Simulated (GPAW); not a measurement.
# Ballistic transport through an In chain with a Se atom on top of one atom, from relaxation to T(E)

How well does an In chain with a Se atom on top of one atom conduct once its atoms have relaxed, and how much do cheaper levels lose?

Main program and level: GPAW 26.7.0; GPAW LCAO, PAW setups; relaxation of the junction within the symmetry of its start, lead ends held, in the first sound run; inputs show where later runs differ.

### Step 1. The starting structure

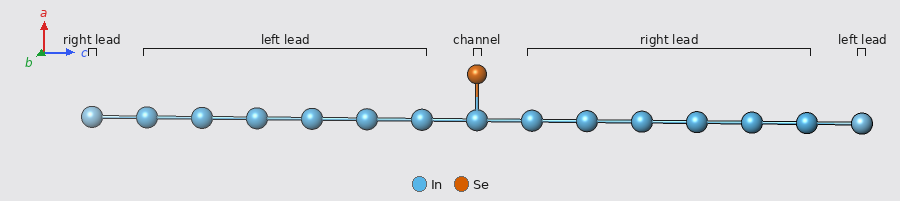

Start, viewed from the side, with the c axis across the page; indium blue, selenium orange. Some periodic images of atoms are drawn too.

The cell holds 14 atoms: 13 In and 1 Se. Its edges and angles: a = 9.000 Å, b = 9.000 Å, c = 38.350 Å, α = 90.0°, β = 90.0°, γ = 90.0°. Regions: left lead, 6 atoms (6 In); channel, 2 atoms (1 In and 1 Se); right lead, 6 atoms (6 In). Vacuum lies along a and b. The structure is stacked along c, and the current runs across the ab planes.

### Step 2. Relaxing the atoms

Transmission follows bond lengths closely, so the atoms between the held lead ends are relaxed first, within whatever symmetry the start has.

The input, run.py:

```python
import json
from ase import Atoms
from ase.constraints import FixAtoms
from ase.optimize import BFGS
from gpaw import GPAW, FermiDirac

device = Atoms(
    ['In', 'In', 'In', 'In', 'In', 'In', 'In', 'Se', 'In', 'In', 'In', 'In', 'In', 'In'],
    positions=[
        [4.50000, 4.50000, 1.47500],
        [4.50000, 4.50000, 4.42500],
        [4.50000, 4.50000, 7.37500],
        [4.50000, 4.50000, 10.32500],
        [4.50000, 4.50000, 13.27500],
        [4.50000, 4.50000, 16.22500],
        [4.50000, 4.50000, 19.17500],
        [6.95570, 4.50000, 19.17500],
        [4.50000, 4.50000, 22.12500],
        [4.50000, 4.50000, 25.07500],
        [4.50000, 4.50000, 28.02500],
        [4.50000, 4.50000, 30.97500],
        [4.50000, 4.50000, 33.92500],
        [4.50000, 4.50000, 36.87500]],
    cell=[[9.0, 0.0, 0.0], [0.0, 9.0, 0.0], [0.0, 0.0, 38.35]],
    pbc=True)

device.set_constraint(FixAtoms([0, 1, 2, 3, 4, 9, 10, 11, 12, 13]))
device.calc = GPAW(mode='lcao', basis='dzp', xc='PBE', h=0.18,
                   kpts={'size': (1, 1, 2), 'gamma': True},
                   symmetry={'tolerance': 1e-3, 'extra_ids': [1, 1, 1, 1, 1, 0, 0, 0, 0, 1, 1, 1, 1, 1]},
                   occupations=FermiDirac(0.1), maxiter=250,
                   mixer=dict(beta=0.1, nmaxold=8, weight=100.0),
                   convergence=dict(density=0.0001), txt='relax.txt')
path = []
opt = BFGS(device, maxstep=0.15)
opt.attach(lambda: path.append((device.get_potential_energy(), device.positions.tolist(), device.get_forces().tolist())))
relaxed = bool(opt.run(fmax=0.05, steps=50))
json.dump(dict(relaxed=relaxed, path=path, positions=device.positions.tolist(), moments=device.get_magnetic_moments().tolist(),
               forces=device.get_forces(apply_constraint=False).tolist()), open('result.json', 'w'))
```

Command:

```sh
$ OMP_NUM_THREADS=1 OPENBLAS_NUM_THREADS=1 python run.py
```

The program printed:

```text
Step          Energy          fmax
BFGS:    0      -19.987174        0.738505
BFGS:    1      -20.001851        0.597194
BFGS:    2      -20.047839        0.512440
BFGS:    3      -20.058819        0.634374
BFGS:    4      -20.101886        1.145269
BFGS:    5      -20.130371        1.000162
BFGS:    6      -20.309399        0.956257
BFGS:    7      -20.563760        1.215115
BFGS:    8      -20.788586        1.713323
BFGS:    9      -20.897803        2.004557
BFGS:   10      -20.955453        1.829488
BFGS:   11      -21.138537        1.036857
BFGS:   12      -21.174152        0.750738
BFGS:   13      -21.191463        0.572869
BFGS:   14      -21.203547        0.417391
BFGS:   15      -21.230614        0.170992
BFGS:   16      -21.241013        0.118299
BFGS:   17      -21.244769        0.044385
```

Wall time 16 min (1 thread of Arm Neoverse V1, shared host); peak memory 1.7 GiB.

Step by step:

```
step  energy less that of the first step (eV)  largest force (eV/Å)
   1                                   0.0000                0.7385
   2                                  -0.0146                0.5972
   3                                  -0.0594                0.5124
   4                                  -0.0707                0.6344
   5                                  -0.1176                1.1453
   6                                  -0.1472                1.0002
   7                                  -0.3351                0.9563
   8                                  -0.5987                1.2151
   9                                  -0.8303                1.7133
  10                                  -0.9428                2.0046
  11                                  -1.0004                1.8295
  12                                  -1.1819                1.0369
  13                                  -1.2156                0.7507
  14                                  -1.2309                0.5729
  15                                  -1.2429                0.4174
  16                                  -1.2707                0.1710
  17                                  -1.2825                0.1183
  18                                  -1.2869                0.0444
```

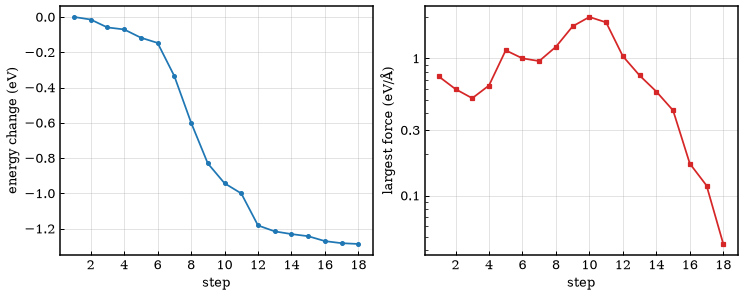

Energy and largest force along the relaxation.

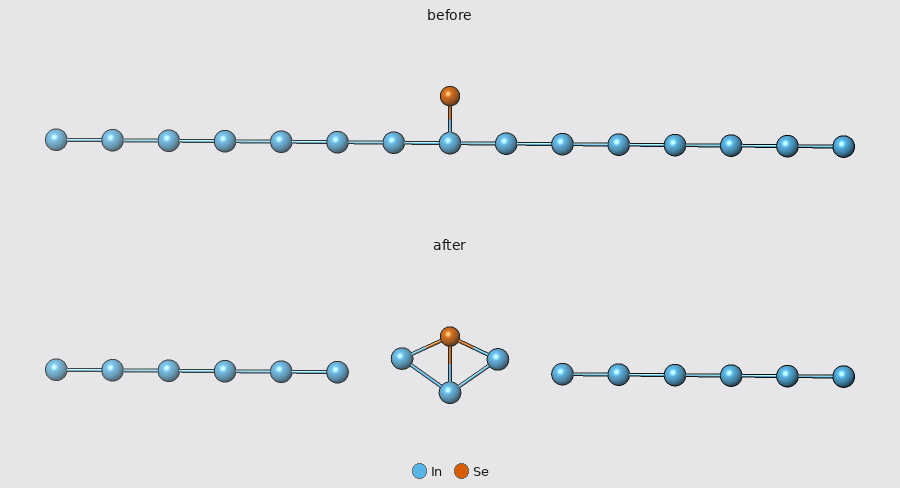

Before and after, at one scale.

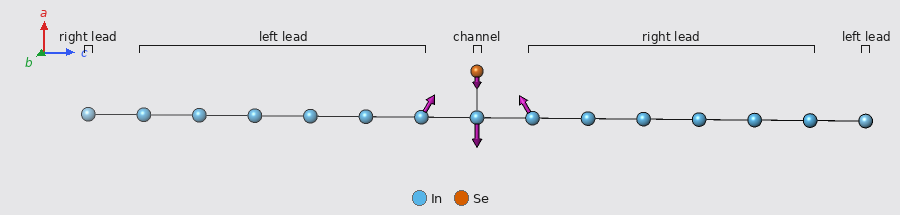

Displacements in the relaxation, exaggerated; the longest in the cell stands for 1.02 Å. Some periodic images of atoms are drawn too.

The atoms that moved most (Å):

```
atom      dx     dy      dz  length
 In7  -1.022  0.000   0.000   1.022
 In9   0.741  0.000  -0.435   0.859
 In6   0.741  0.000   0.435   0.859
 Se8  -0.543  0.000   0.000   0.543
```

Final coordinates:

```cif
data_structure
_symmetry_space_group_name_H-M 'P 1'
_symmetry_Int_Tables_number 1
_cell_length_a 9.0000
_cell_length_b 9.0000
_cell_length_c 38.3500
_cell_angle_alpha 90.000
_cell_angle_beta 90.000
_cell_angle_gamma 90.000
_cell_volume 3106.35
loop_
_atom_site_label
_atom_site_type_symbol
_atom_site_fract_x
_atom_site_fract_y
_atom_site_fract_z
_atom_site_occupancy
In1 In 0.50000 0.50000 0.03846 1
In2 In 0.50000 0.50000 0.11538 1
In3 In 0.50000 0.50000 0.19231 1
In4 In 0.50000 0.50000 0.26923 1
In5 In 0.50000 0.50000 0.34615 1
In6 In 0.58235 0.50000 0.43442 1
In7 In 0.38646 0.50000 0.50000 1
Se8 Se 0.71252 0.50000 0.50000 1
In9 In 0.58235 0.50000 0.56558 1
In10 In 0.50000 0.50000 0.65385 1
In11 In 0.50000 0.50000 0.73077 1
In12 In 0.50000 0.50000 0.80769 1
In13 In 0.50000 0.50000 0.88462 1
In14 In 0.50000 0.50000 0.96154 1
```

The relaxation lowered the energy of the cell by 1.29 eV (energies extrapolated to zero smearing; the optimiser's log prints free energies). The largest force left on a free atom is 0.044 eV/Å.

### Step 3. GPAW, dzp

The script solves lead and junction separately, takes H and S in the orbital basis, and joins semi-infinite leads through their self-energies; the dzp basis is the working standard.

This step: GPAW LCAO, PAW setups; Landauer transmission from Green's functions with principal layers (ASE), zero bias (GPAW 26.7.0).

The input, run.py:

```python
import json
import numpy as np
from ase import Atoms
from ase.transport.calculators import TransportCalculator
from gpaw import GPAW, FermiDirac
from gpaw.lcao.tools import get_lcao_hamiltonian
from scipy.linalg import eigh

# The junction with lead layers at both ends, along the third cell vector
device = Atoms(
    ['In', 'In', 'In', 'In', 'In', 'In', 'In', 'Se', 'In', 'In', 'In', 'In', 'In', 'In'],
    positions=[
        [4.50000, 4.50000, 1.47500],
        [4.50000, 4.50000, 4.42500],
        [4.50000, 4.50000, 7.37500],
        [4.50000, 4.50000, 10.32500],
        [4.50000, 4.50000, 13.27500],
        [5.24111, 4.50000, 16.66008],
        [3.47817, 4.50000, 19.17500],
        [6.41265, 4.50000, 19.17500],
        [5.24111, 4.50000, 21.68992],
        [4.50000, 4.50000, 25.07500],
        [4.50000, 4.50000, 28.02500],
        [4.50000, 4.50000, 30.97500],
        [4.50000, 4.50000, 33.92500],
        [4.50000, 4.50000, 36.87500]],
    cell=[[9.0, 0.0, 0.0], [0.0, 9.0, 0.0], [0.0, 0.0, 38.35]],
    pbc=True)

# One principal layer of the lead: the first 3 atoms of the device
lead = Atoms(
    ['In', 'In', 'In'],
    positions=[
        [4.50000, 4.50000, 1.47500],
        [4.50000, 4.50000, 4.42500],
        [4.50000, 4.50000, 7.37500]],
    cell=[[9.0, 0.0, 0.0], [0.0, 9.0, 0.0], [0.0, 0.0, 8.85]],
    pbc=True)

settings = dict(mode='lcao', basis='dzp', xc='PBE', h=0.2,
                occupations=FermiDirac(0.1), maxiter=250,
                mixer=dict(beta=0.1, nmaxold=8, weight=100.0),
                convergence=dict(density=0.0001))
energies = np.arange(-2, 2 + 1e-9, 0.025)
eta = 0.0001
n1, n2 = 1, 1
# k and -k transmit alike, so half of the mesh across the current serves
mesh = [(i, j) for i in range(n1) for j in range(n2) if (i, j) <= (-i % n1, -j % n2)]
weights = np.array([1 if (i, j) == (-i % n1, -j % n2) else 2 for i, j in mesh]) / (n1 * n2)

# [... helper functions left out ...]
fermi_lead = ground_state(lead, (1, 1, 13), 'lead.txt')
fermi_device = ground_state(device, (1, 1, 2), 'device.txt')
# [... loop over the mesh left out, but for ...]
        # Shift the lead onto the potential of the device's first layer
        shift = ((H[:, 0, 0] - H0[:, 0, 0]) / S0[0, 0]).real.mean()
# [...]
kT = 8.617333e-5 * 300
bias = [0.1, 0.2, 0.5, 1.0, 1.5, 2.0]
# [... integrals and printing left out ...]
```

The program printed:

```text
basis functions: device 312, principal layer 69
Fermi level: lead -2.2014 eV, device -2.1192 eV; lead shifted by 0.0025 eV
largest coupling past the next layer 1.88e-06 eV, largest misfit of the first layer 0.048 eV
  E-E_F (eV)   T (one spin)  channels
    -2.000    8.7248e-02    1.0000
    -1.975    2.4218e-02    1.0000
    -1.950    2.0492e-07    0.0000
    -1.925    6.0901e-08    0.0000
    -1.900    3.5033e-08    0.0000
    -1.875    2.6675e-08    0.0000
    -1.850    2.4581e-08    0.0000
    -1.825    2.6876e-08    0.0000
    -1.800    3.5666e-08    0.0000
    -1.775    6.2778e-08    0.0000
    -1.750    1.9968e-07    0.0000
    -1.725    1.6373e-02    0.0000
    -1.700    1.7222e-07    0.0000
    -1.675    3.8501e-08    0.0000
    -1.650    1.5984e-08    0.0000
    -1.625    8.6686e-09    0.0000
[...]
1.825    1.9298e+00    3.0000
     1.850    1.9434e+00    3.0000
     1.875    1.9604e+00    3.0000
     1.900    1.9554e+00    3.0000
     1.925    1.9421e+00    3.0000
     1.950    1.9200e+00    3.0000
     1.975    1.8906e+00    3.0000
     2.000    1.8559e+00    3.0000
conductance at 300 K: 0.9457 G0 a cell; thermopower -0.5552 uV/K
current from the zero-bias T(E) at 0.1 V: 7.3202 uA
current from the zero-bias T(E) at 0.2 V: 14.6 uA
current from the zero-bias T(E) at 0.5 V: 35.353 uA
current from the zero-bias T(E) at 1.0 V: 56.073 uA
current from the zero-bias T(E) at 1.5 V: 70.329 uA
current from the zero-bias T(E) at 2.0 V: 86.912 uA
```

Run time: 74 s. Hardware: 1 thread; peak memory 1.3 GiB.

Numbers from this step:

* conductance: 0.9457 G₀
* largest coupling past the next principal layer: 1.88e-6 eV
* largest misfit of the first principal layer: 0.04764 eV
* shift that aligns the lead: 0.002517 eV
* basis functions of the junction: 312
* basis functions of a principal layer: 69
* transmission at the Fermi level (one spin): 0.9483
* open channels of the lead at the Fermi level (one spin): 3

One spin. Table of transmission, zone mean by energy, zero at the Fermi level:

```
energy (eV)  transmission, zone mean
     -2.000                   0.0872
     -1.800                   3.6e-8
     -1.600                   5.5e-9
     -1.400                   2.4e-9
     -1.200                   0.0262
     -1.000                   0.0375
     -0.800                   0.0145
     -0.600                   5.6e-4
     -0.400                    0.107
     -0.200                    0.981
      0.000                    0.948
      0.200                    0.914
      0.400                    0.816
      0.600                    0.735
      0.800                    0.674
      1.000                     1.32
      1.200                     1.53
      1.400                     1.45
      1.600                     1.59
      1.800                     1.90
      1.875                     1.96
      2.000                     1.86
```

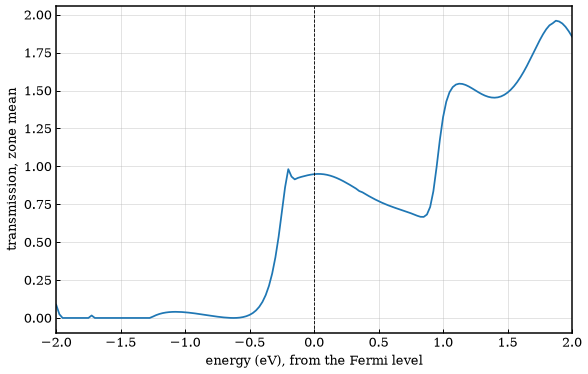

Transmission, zone mean, plotted against energy.

Crossings of the lead's bands, unfolded to its shortest repeat. Open channels, zone mean against energy, zero at the Fermi level:

```
energy (eV)  open channels, zone mean
     -2.000                         1
     -1.500                         0
     -1.000                         1
     -0.500                         1
      0.000                         3
      0.500                         3
      1.000                         3
      1.500                         3
      2.000                         3
```

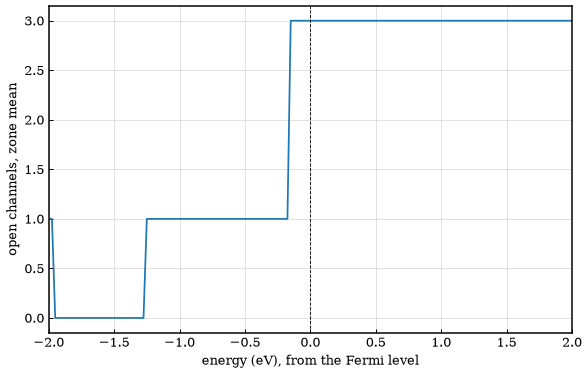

Open channels, zone mean against energy.

Not self-consistent under bias; the bias window is split evenly. The current through one cell, from the zero-bias transmission by bias:

```
bias (V)  current through one cell, from the zero-bias transmission (μA)
   0.100                                                            7.32
   0.200                                                            14.6
   0.500                                                            35.4
   1.000                                                            56.1
   1.500                                                            70.3
   2.000                                                            86.9
```

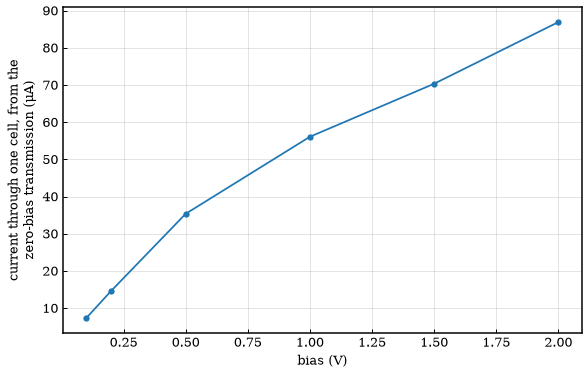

Current through one cell, from the zero-bias transmission, plotted against bias.

The transmission of the three most open eigenchannels by energy, zero at the Fermi level:

```
energy (eV)  channel 1  channel 2  channel 3
     -2.000     0.0872          0          0
     -1.800     3.6e-8          0          0
     -1.600     5.5e-9          0          0
     -1.400     2.4e-9          0          0
     -1.200     0.0262          0          0
     -1.000     0.0375          0          0
     -0.800     0.0145          0          0
     -0.600     5.6e-4          0          0
     -0.400      0.107          0          0
     -0.200      0.981    5.9e-10    1.9e-11
      0.000      0.904     0.0362    0.00797
      0.200      0.863     0.0401     0.0103
      0.400      0.759     0.0429     0.0138
      0.600      0.662     0.0524     0.0202
      0.800      0.596     0.0728    0.00470
      1.000      0.657      0.556      0.110
      1.200      0.814      0.533      0.179
      1.400      0.616      0.527      0.310
      1.600      0.620      0.486      0.481
      1.800      0.955      0.508      0.441
      2.000      0.858      0.527      0.471
```

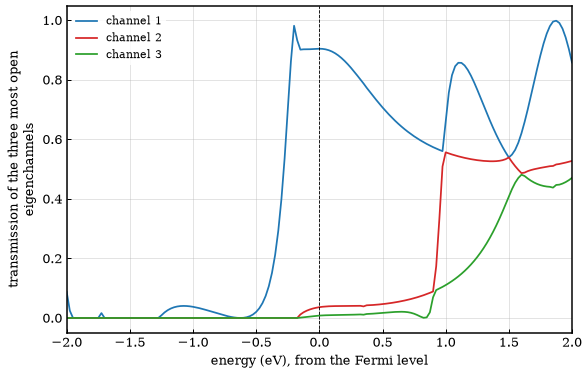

Transmission of the three most open eigenchannels, plotted against energy.

Couplings past the next layer reach 1.9e-6 eV, small enough to drop; the matrix elements of the cell's first layer differ from the bulk lead's by up to 0.048 eV. That layer keeps its own values in the calculation, and only beyond it is the lead taken as perfect. The Fermi levels of lead and junction count from different zeros of potential, one for each periodic cell; with both set to zero, the small remaining shift is what aligns them. By hand: G = 0.9457 × 77.48 μS = 73.3 μS, a resistance of 13.6 kΩ; at 0.1 V a linear junction would pass 7.33 μA, and the integral over the bias window gives 7.32 μA.

(Part 1 of 3 ends here.)

[Logs are printed without paths, hosts, clocks, repeated set-up lines and the standing remarks that a program may print on its own settings, such as how far it seeks lower states.]

[Hosts, paths, dates, database ids (printed as entryN), source tags and the programs' standing remarks are cut or masked in the printed files.]
